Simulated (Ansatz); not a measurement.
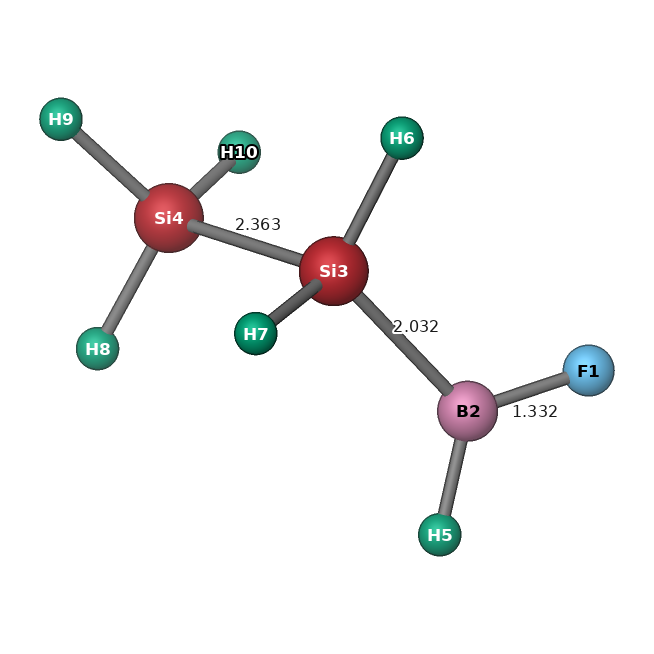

The numbers beside the sticks are distances in Å. Sticks don't show bond order. Computed geometry: PBE-D4/def2-SVP optimisation. No frequency run is at hand to confirm it as a minimum.

Which of the marked bonds are single, double, triple or aromatic?

Answer. F1–B2 single; B2–Si3 single; Si3–Si4 single.

Write the SMILES.

Answer. FB[SiH2][SiH3]
